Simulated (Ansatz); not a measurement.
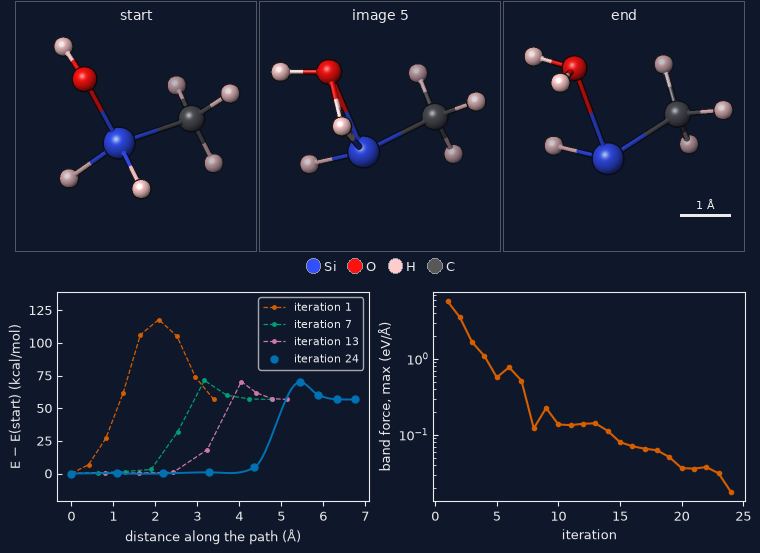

NEB run on CH6OSi. Images are numbered from 0 (start) to 8 (end). The plot follows the band through its iterations. Style: ball-and-stick. Shown at a tilt.

Theory: RKS PBE-D4/6-31G* in Ansatz 0.2.0. Run with 7 movable images; climbing image; force threshold 0.03 eV/Å; iteration limit 60; starting path through a guess of the saddle point.

Did the band converge, and can the barrier be trusted?

Answer. The result is final at these settings. The band converged in 24 iterations. The largest component of the band force went from 5.7 to 0.018 eV/Å. The climbing image converged on the top of the path. Its vibrational analysis gives one imaginary mode (1237i cm⁻¹), as a transition state must have. The first iteration put the highest image at 117.9 kcal/mol. Forward barrier 70.1 kcal/mol, backward barrier 13.4 kcal/mol, with image 5 at the top; the reaction energy is +56.7 kcal/mol.
